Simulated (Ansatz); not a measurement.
# AlH2Br (SMILES [AlH2][Br]) at wB97M-V/STO-3G

What is the electronic atomisation energy of AlH2Br at wB97M-V/STO-3G? 

The calculation is run with Ansatz 0.2.0.

58 further runs of the same task are left out: 7 that didn't finish, 51 set aside as unsound or not needed.

## Step 1: The structure to begin with

The species is AlH2Br (4 atoms), meant as a singlet with charge 0. SMILES: `[AlH2][Br]`. Geometry: relaxed at PBE0-D4/def2-TZVP.

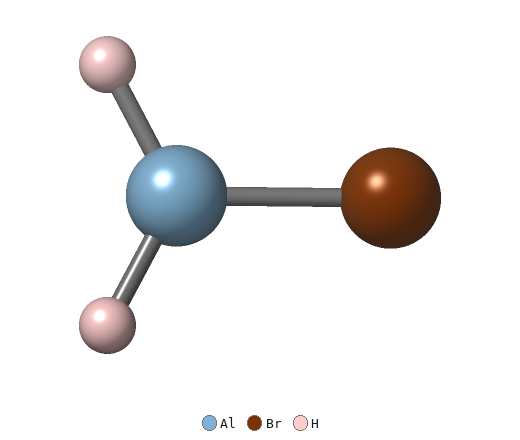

Viewed from a chosen angle; aluminium light blue, bromine brown, hydrogen pink.

## Step 2: The energy at wB97M-V/STO-3G

input.yaml

```yaml
crystal:
  periodic: [false, false, false]
  atoms:
    - {symbol: Al, position_ang: [-0.148300, -0.064700, -0.110300]}
    - {symbol: Br, position_ang: [1.684900, 0.496600, 1.079700]}
    - {symbol: H, position_ang: [-0.561600, -1.584800, -0.139200]}
    - {symbol: H, position_ang: [-0.919700, 1.092700, -0.850400]}
basis:
  gaussian:
    orbitals: STO-3G
magnetization:
  spin_polarized: false
  initial_magnetization: 0
hamiltonian:
  xc: {name: wB97M-V}
accuracy: high
```

Launch:

```console
$ ansatz run input.yaml --threads 1 --pin off --max-ram 2610MiB --events-out events.jsonl --progress --plain --runs-dir runs
```

The log of the run:

```text
Warning: RAYON_NUM_THREADS=1 ignored (pool sized by the plan → 1); use --threads N
Functional definition: wB97M-V
  name "wB97M-V"
  parameter omega = 0.3/bohr
  parameter cx = 0.15
  parameter cx01 = 1.007
  parameter cx10 = 0.259
  parameter css00 = 0.443
  parameter css04 = -1.437
  parameter css10 = -4.535
  parameter css20 = -3.390
  parameter css43 = 4.278
  parameter cos00 = 1.000
  parameter cos10 = 1.358
  parameter cos20 = 2.924
  parameter cos21 = -8.812
  parameter cos60 = -1.390
  parameter cos61 = 9.142
  parameter b = 6.0
  parameter c = 0.01
  gx(w, u) = 1 - cx + cx01*u + cx10*w
  gss(w, u) = css00 + css04*u^4 + css10*w + css20*w^2 + css43*w^4*u^3
  gos(w, u) = cos00 + cos10*w + (cos20 + cos21*u)*w^2 + (cos60 + cos61*u)*w^6
  exchange = spin_sum(e_x_unif_sr(omega)*gx(b97_w, b97_u_x)) + cx*exact_x_sr(omega) + exact_x_lr(omega)
  correlation = spin_sum(e_c_pw_mod_same_spin*gss(b97_w, b97_u_same))
      + integral(e_c_pw_mod_opposite_spin*gos(b97_w_opposite, b97_u_opposite)) + vv10(b, c)
413 factors; integrals over basis functions are off by at most 1.5e-8 eV
132 factors; integrals over basis functions are off by at most 9.7e-10 eV
mean field evaluation 1: about -75833.0639 eV, gradient 1.8e1 eV
mean field evaluation 2: about -75834.4994 eV, gradient 6.1e0 eV
mean field evaluation 4: about -75834.6138 eV, gradient 6.6e-2 eV
mean field evaluation 8: about -75834.5748 eV, gradient 5.3e-4 eV
mean field -75834.57481007 eV, -2786.8692217492 hartree, gradient 2.4e-8 eV, S^2 0.000000; 0 other end points of the search recorded, 0 dependent functions left out
reference -75834.57481236 eV, -2786.8692218333 hartree; 25, 25 occupied and 4, 4 virtual orbitals, 413 factors
Total energy: -75834.57481236 eV, -2786.8692218333 hartree
```

Wall time 18 s (1 thread of Arm Neoverse V1, shared host); peak memory 0.29 GiB.

## Step 3: The Al atom

in.yaml

```yaml
crystal:
  periodic: [false, false, false]
  atoms:
    - {symbol: Al, position_ang: [0.000000, 0.000000, 0.000000]}
basis:
  gaussian:
    orbitals: STO-3G
accuracy: high
magnetization:
  spin_polarized: true
  initial_magnetization: 1
hamiltonian:
  xc: {name: wB97M-V}
```

Launch:

```console
$ ansatz run in.yaml --threads 1 --pin off --max-ram 2610MiB --events-out events.jsonl --progress --plain --runs-dir runs
```

The log of the run, shortened:

```text
Warning: RAYON_NUM_THREADS=1 ignored (pool sized by the plan → 1); use --threads N
[... 2 set-up lines as earlier in the session ...]
[...]
  gx(w, u) = 1 - cx + cx01*u + cx10*w
  gss(w, u) = css00 + css04*u^4 + css10*w + css20*w^2 + css43*w^4*u^3
  gos(w, u) = cos00 + cos10*w + (cos20 + cos21*u)*w^2 + (cos60 + cos61*u)*w^6
[...]
      + integral(e_c_pw_mod_opposite_spin*gos(b97_w_opposite, b97_u_opposite)) + vv10(b, c)
42 factors; integrals over basis functions are off by at most 1.7e-9 eV
29 factors; integrals over basis functions are off by at most 4.1e-10 eV
[...]
mean field -6512.97389984 eV, -239.3473761669 hartree, gradient 8.1e-8 eV, S^2 0.750002; 0 other end points of the search recorded, 0 dependent functions left out
reference -6512.97390164 eV, -239.3473762329 hartree; 7, 6 occupied and 2, 3 virtual orbitals, 42 factors
Total energy: -6512.97390164 eV, -239.3473762329 hartree
```

Run time: 3.9 s. Hardware: 1 thread of Arm Neoverse V1, shared host; peak memory 0.24 GiB.

## Step 4: The Br atom

input.yaml

```yaml
crystal:
  periodic: [false, false, false]
  atoms:
    - {symbol: Br, position_ang: [0.000000, 0.000000, 0.000000]}
basis:
  gaussian:
    orbitals: STO-3G
hamiltonian:
  xc: {name: wB97M-V}
magnetization:
  spin_polarized: true
  initial_magnetization: 1
accuracy: high
```

Run the same way, it converges to -2546.04554 Eh (log not shown).

## Step 5: The H atom at the same level

job.yaml

```yaml
crystal:
  periodic: [false, false, false]
  atoms:
    - {symbol: H, position_ang: [0.000000, 0.000000, 0.000000]}
basis:
  gaussian: {orbitals: STO-3G}
magnetization: {spin_polarized: true, initial_magnetization: 1}
hamiltonian: {xc: {name: wB97M-V}}
accuracy: high
```

Launch:

```console
$ ansatz run job.yaml --threads 1 --pin off --max-ram 2610MiB --events-out events.jsonl --progress --plain --runs-dir runs
```

The log of the run, shortened:

```text
Warning: RAYON_NUM_THREADS=1 ignored (pool sized by the plan → 1); use --threads N
[... 2 set-up lines as earlier in the session ...]
[...]
  gx(w, u) = 1 - cx + cx01*u + cx10*w
  gss(w, u) = css00 + css04*u^4 + css10*w + css20*w^2 + css43*w^4*u^3
  gos(w, u) = cos00 + cos10*w + (cos20 + cos21*u)*w^2 + (cos60 + cos61*u)*w^6
[...]
      + integral(e_c_pw_mod_opposite_spin*gos(b97_w_opposite, b97_u_opposite)) + vv10(b, c)
1 factors; integrals over basis functions are off by at most 4.6e-10 eV
1 factors; integrals over basis functions are off by at most 2.9e-10 eV
[...]
mean field -12.42314868 eV, -0.4565422933 hartree, gradient 0.0e0 eV, S^2 0.750000; 0 other end points of the search recorded, 0 dependent functions left out
reference -12.42314998 eV, -0.4565423410 hartree; 1, 0 occupied and 0, 1 virtual orbitals, 1 factors
Total energy: -12.42314998 eV, -0.4565423410 hartree
```

Wall time 0.3 s (1 thread of Arm Neoverse V1, shared host).

## Step 6: What came out

At wB97M-V/STO-3G:

| quantity | value |
| --- | --- |
| molecule: total energy | -2786.86922 Eh |
| Al atom: total energy | -239.34738 Eh |
| Al atom: ⟨S²⟩ | 0.750 |
| Br atom: total energy | -2546.04554 Eh |
| Br atom: ⟨S²⟩ | 0.750 |
| H atom: total energy | -0.45654 Eh |
| H atom: ⟨S²⟩ | 0.750 |
| electronic atomisation energy | 15.326 eV |

Taking the molecule apart into free atoms costs 15.33 eV (1479 kJ/mol), before zero-point energy and without spin-orbit coupling. In a minimal basis such a difference can be off by several eV, whatever the method.
